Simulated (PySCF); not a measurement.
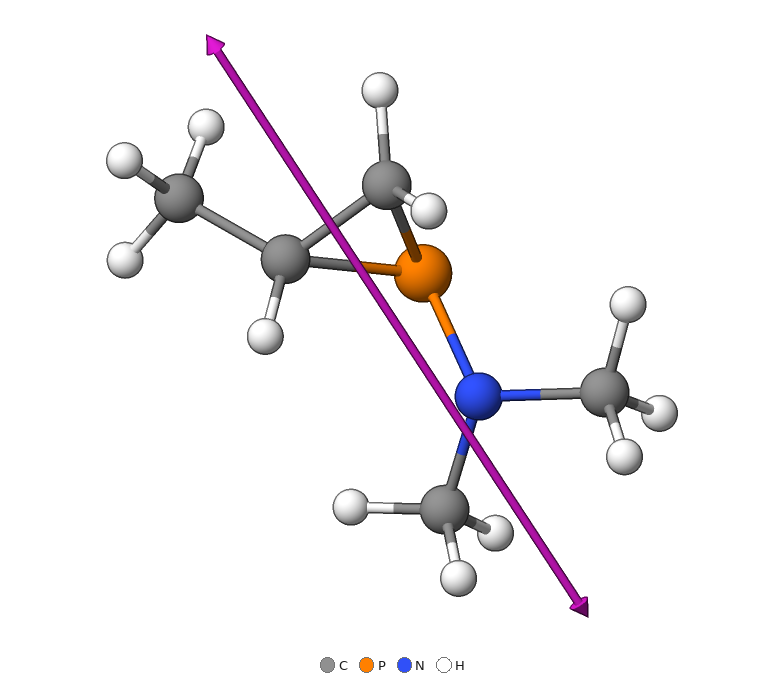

The double arrow shows the direction of the transition dipole to excited singlet state 2 (its length means nothing). The computed structure is the end point of a GFN2-xTB optimisation. No frequency run is at hand to confirm it as a minimum. Method: TDDFT ωB97X-D/def2-SVPD, vertical, gas phase, core orbitals frozen in the response (PySCF 2.14.0).

Where does the transition lie, and how strong is it?

5.58 eV (222 nm), oscillator strength 0.069, mainly HOMO → LUMO+1 (weight 0.85); transition dipole 1.81 D.

The geometry is semi-empirical. Around P such bond lengths and angles can be off by a tenth of an ångström or more and by several degrees, and values that hang on the shape move with them.
